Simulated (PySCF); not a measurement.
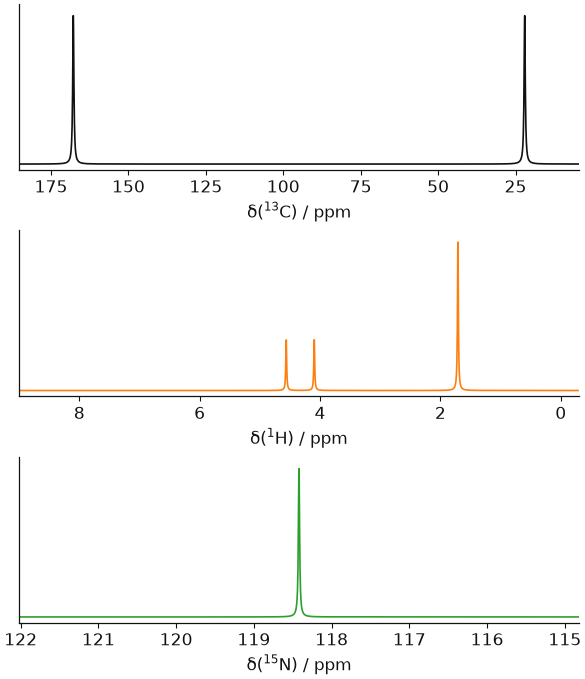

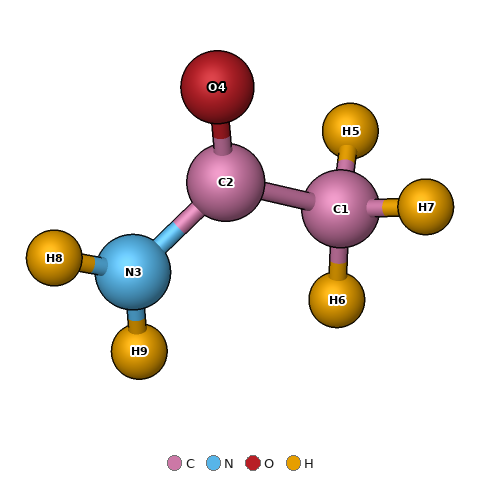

Spectrum and numbered structure of C₂H₅NO (acetamide), SMILES CC(N)=O. GIAO shifts, PBE0/pcSseg-1 in PySCF, at a PBE0-D3(BJ)/def2-SVP geometry (no frequency check), against TMS for ¹³C, TMS for ¹H and NH₃ for ¹⁵N computed at the same level (¹⁵N: a single molecule, while the usual scales start at liquid NH₃ or nitromethane; multiply bonded nitrogen can come out tens of ppm too deshielded). Gas phase, fully decoupled, line heights follow the number of nuclei, widths are arbitrary (no quadrupolar broadening); values of one conformer, averaged over methyl-type rotors and exact or near symmetry. Protons on N, O or S are those of the isolated molecule, without hydrogen bonds to neighbours or exchange.

**Assign the ¹³C signals to the numbered atoms.**

```tsv
δ (ppm)	nuclei	atoms
167.8	1	C2
22.0	1	C1
```

**Which ¹H nuclei are the least shielded, and which the most?**

Least shielded: H9 at 4.56 ppm. Most shielded: H5, H6 and H7 at 1.71 ppm.

**Where does the ¹⁵N line lie?**

At 118.4 ppm (N3).
